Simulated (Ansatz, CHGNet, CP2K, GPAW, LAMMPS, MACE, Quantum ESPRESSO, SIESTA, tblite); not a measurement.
# Forces in amorphous polyacrylonitrile (as short chains C14N4H18) at 360 K (108 atoms), program by program

Aim: forces, pressure and gap of amorphous polyacrylonitrile (as short chains C14N4H18) at 360 K (108 atoms) at one geometry, from other programs and methods, against plane-wave PBE.

Results are calculated, not measured.

**1. The cell**

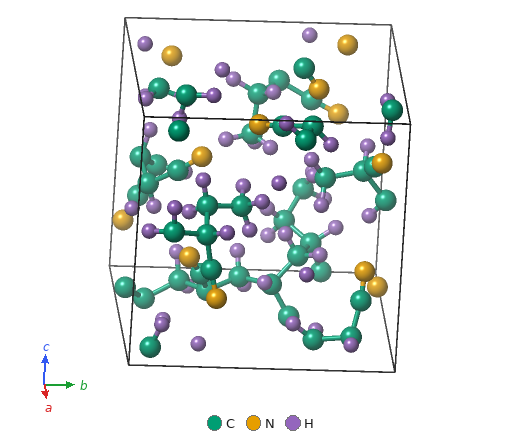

The cell (carbon teal, nitrogen orange, hydrogen purple). Bonds to atoms that aren't drawn are left out. Some periodic images of atoms are drawn too.

The cell holds 108 atoms (42 C, 12 N and 54 H), with edges of 10.35, 10.35 and 10.35 Å. Recipe: 3 polyacrylonitrile chains of 4 units with methyl end groups placed at random, at 1.09 g/cm³; overlaps pushed apart, then 20 ps at 800 K with MMFF94 bonds, angles, torsions, charges and radii (Halgren, J. Comput. Chem. 17, 490 (1996)) in harmonic and 12-6 forms. Snapshot after 30 ps at 360 K and fixed volume. The density is 1.09 g/cm³.

**2. The reference input**

Quantum ESPRESSO 7.5: Kohn-Sham DFT, PBE, SSSP efficiency 1.3.0 pseudopotentials, plane waves. Its input, pw.in:

```
&control
  calculation = 'scf'
  pseudo_dir = './pseudo'
  outdir = './tmp'
  disk_io = 'none'
  tprnfor = .true.
  tstress = .true.
/
&system
  ibrav = 0
  nat = 108
  ntyp = 3
  ecutwfc = 60
  ecutrho = 480
  nosym = .true.
  occupations = 'smearing'
  smearing = 'fd'
  degauss = 0.003675
/
&electrons
  conv_thr = 5.4e-07
  electron_maxstep = 100
  mixing_beta = 0.4
  mixing_mode = 'plain'
  diagonalization = 'david'
/
ATOMIC_SPECIES
C 12.011 C.upf
N 14.007 N.upf
H 1.008 H.upf
CELL_PARAMETERS angstrom
10.34621 0.00000 0.00000
0.00000 10.34621 0.00000
0.00000 0.00000 10.34621
ATOMIC_POSITIONS crystal
C 0.07060 0.70091 0.35933
C 0.16266 0.62867 0.26624
C 0.26048 0.72437 0.21704
C 0.21981 0.77282 0.08786
[... 102 atom lines left out ...]
H 0.52300 0.73035 0.47477
H 0.48817 0.68599 0.64375
K_POINTS gamma
```

```console
$ OMP_NUM_THREADS=1 mpirun -np 2 pw.x -in pw.in > output.txt
```

Run time: 1.8 min. Hardware: 2 MPI ranks of Arm Neoverse V2, shared host; peak memory 2.3 GiB; 3.6 min of CPU time.

It converged with an r.m.s. force component of 1.2 eV/Å and a pressure of 3.2 GPa.

Its highest filled and lowest empty levels lie 5.89 eV apart on its k-points.

**3. What was run beside it**

- CHGNet: machine-learned potential, published weights.
- CP2K 2026.2: Gaussian basis with GTH pseudopotentials and a plane-wave density; labels give functional, basis (MOLOPT sets; SR short-range, UZH the newer set with its own potentials), grid cutoff/relative cutoff and solver (OT: orbital transformation; TRS4, TC2, SIGN: linear-scaling purification with its sparsity filter), or its built-in tight binding.
- GPAW 26.7.0: PAW with atomic orbitals (LCAO), plane waves or a real-space grid of spacing h.
- MACE: machine-learned potential, published weights.
- Quantum ESPRESSO 7.5: plane waves; labels (QE) give functional, pseudopotential set and cutoffs of waves/density.
- SIESTA 5.4.2: numerical atomic orbitals, whose automatically made sets are far from complete, with PseudoDojo norm-conserving potentials that we converted to its format (checked against plane waves on the same files for H, C, O, Si, Ge and Ca alone); labels give functional, basis size, energy shift and mesh cutoff.
- tblite 0.8.0: extended tight binding, driven from Python.

All use the same cell and atoms, and the electronic-structure runs the same k-mesh.

**4. Side by side**

Differences are against the reference: forces as r.m.s. over components, share as that over the reference's r.m.s. force, slope as the fitted ratio of a run's forces to the reference's.

```tsv
run	Δ force, r.m.s. (meV/Å)	share (%)	slope	Δ pressure (GPa)	Δ gap (eV)	cores	CPU time	memory (GiB)
reference	-	-	-	-	-	2	3.6 min	2.3
CHGNet 0.3.0 potential	242	20.0	0.962	-0.107	-	1	3.9 s	2.2
CP2K PBE, DZVP-MOLOPT-SR, 210/50 Ry, OT DIIS (coarse)	134	11.1	1.025	0.556	0.143	2	6.9 min	0.58
CP2K PBE, DZVP-MOLOPT-SR, 600/50 Ry, OT DIIS	137	11.4	1.024	0.549	0.144	4	8.9 min	2.6
CP2K PBE, SZV-MOLOPT-SR, 600/50 Ry, OT DIIS (coarse)	1888	156	1.302	6.38	1.04	2	5 min	1.6
GPAW PBE, LCAO dzp, h 0.18 Å	569	47.1	1.124	-	0.163	2	89 s	1.2
MACE MP-0b2 small potential	180	14.9	1.016	-0.683	-	1	6 s	0.7
MACE MP-0b3 medium potential	169	14.0	0.989	-0.485	-	1	8.1 s	1.4
QE PBE, gbrv-1.5, 40/200 Ry	136	11.2	1.049	0.519	0.0066	2	85 s	0.76
SIESTA PBE, DZ, shift 0.01 Ry, mesh 500 Ry (coarse)	893	73.9	1.189	4.28	0.448	2	90 s	1.1
SIESTA PBE, DZP, shift 0.01 Ry, mesh 500 Ry	723	59.8	1.170	3.86	0.148	2	3.5 min	1.7
SIESTA PBE, DZP, shift 0.02 Ry, mesh 500 Ry	552	45.7	1.144	1.15	0.249	2	2.5 min	1.4
SIESTA PBE, SZP, shift 0.01 Ry, mesh 500 Ry (coarse)	1914	158	1.361	10.1	0.335	2	2.8 min	1.6
tblite GFN1-xTB	476	39.4	0.951	-3.48	-	1	2 s	0.16
tblite GFN2-xTB	591	48.9	0.931	-4.22	-	1	7.8 s	0.16
```

Rows marked coarse were listed beforehand as settings not expected to be converged; some can still land near the reference.

Times of the machine-learned potentials are mostly Python's start and the loading of weights.

Left out, with forces off by over 50 eV/Å: CP2K PBE, DZVP-MOLOPT-SR, 600/50 Ry, TC2 filter 1e-07, SCF 1e-07, CP2K PBE, DZVP-MOLOPT-SR, 600/50 Ry, TC2 filter 1e-03, SCF 1e-04 and CP2K PBE, DZVP-MOLOPT-SR, 600/50 Ry, TC2 filter 1e-05, SCF 1e-06.

CPU time is summed over cores on shared hosts, so it is rough.

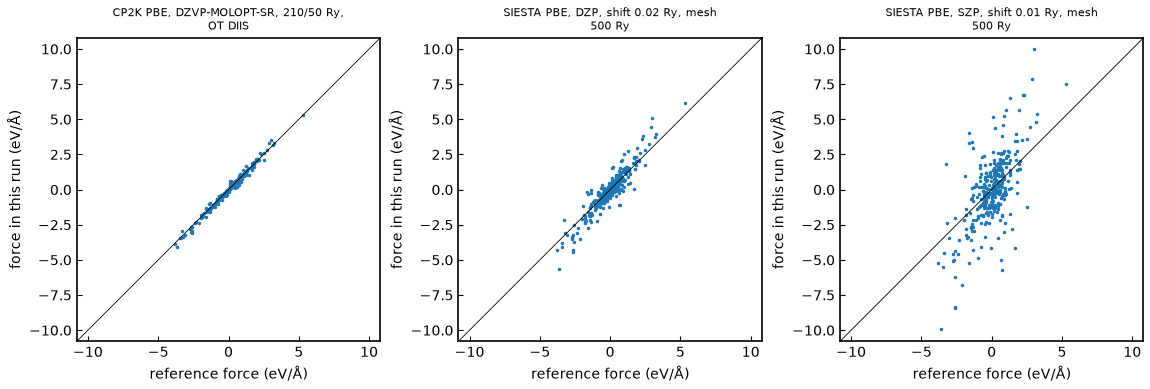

Force components against those of the reference; the line marks equality.

**5. Findings**

Forces lie from 11 % (CP2K PBE, DZVP-MOLOPT-SR, 210/50 Ry, OT DIIS, coarse) to 158 % (SIESTA PBE, SZP, shift 0.01 Ry, mesh 500 Ry, coarse) of the reference's r.m.s. force of 1.2 eV/Å away from it. Other PBE runs on plane waves or a grid: QE PBE, gbrv-1.5, 40/200 Ry 11 % of the r.m.s. force; potentials, cutoffs or grids differ between them, and this table alone doesn't tell which side is nearer the exact PBE result. The PBE runs in local orbitals, coarse settings apart, differ by 11 % (CP2K PBE, DZVP-MOLOPT-SR, 600/50 Ry, OT DIIS) to 60 % (SIESTA PBE, DZP, shift 0.01 Ry, mesh 500 Ry); basis, grid and potentials can all enter. Tight binding differs by 39 % (tblite GFN1-xTB) to 49 % (tblite GFN2-xTB); it is another model, with fitted parameters of its own, and the xTB methods hold dispersion.

Machine-learned potentials differ by 14 % (MACE MP-0b3 medium potential) to 20 % (CHGNet 0.3.0 potential); they were trained on other programs' data. Runs with settings chosen to be coarse differ by 11 % (CP2K PBE, DZVP-MOLOPT-SR, 210/50 Ry, OT DIIS) to 158 % (SIESTA PBE, SZP, shift 0.01 Ry, mesh 500 Ry), their programs' other errors included. From CP2K PBE, DZVP-MOLOPT-SR, 210/50 Ry, OT DIIS to the finer CP2K PBE, DZVP-MOLOPT-SR, 600/50 Ry, OT DIIS the share goes from 11.1 to 11.4 %, so the grid isn't what parts these runs from the reference. Pressures at PBE, coarse settings apart, lie +0.52 to +3.86 GPa from the reference's. Gaps at PBE, coarse settings apart, lie +0.01 to +0.25 eV from the reference's.

Caveats: Periodic xTB results under one method name differ between programs and library versions. The reference's pressure holds the uncorrected Pulay stress of its 60 Ry basis, so small pressure differences may be the reference's own error. Machine-learned potentials mimic data converged in k, so the reference's own k-point error enters their differences. The network of contacts between molecules at the start is that of the classical potential that made the cell, and needn't be the one that DFT or experiment would give. The reference's PBE has no dispersion term, which matters for the binding between molecules or layers. The density was typed from a rule of thumb and may lie off the real one at this temperature. The electronic-structure runs sample only Γ, in a cell whose shortest periodic width is 10 Å. Where levels are smeared, the DFT runs use Fermi–Dirac occupations at 580 K (0.05 eV), and energies are free energies. The reference's cutoffs and mesh weren't converged further here.

[Logs are printed without paths, hosts, clocks, repeated set-up lines and the standing remarks that a program may print on its own settings, such as how far it seeks lower states.]

[Hosts, paths, dates, database ids (printed as entryN), source tags and the programs' standing remarks are cut or masked in the printed files.]

[Cells were taken only where this reference lay near another plane-wave run.]

[The MMFF94 radii named for the starting cell were scaled by 0.96; in molecules described by MMFF94, hydrogen bound to N, O or S took a small fixed 12-6 site in their place.]
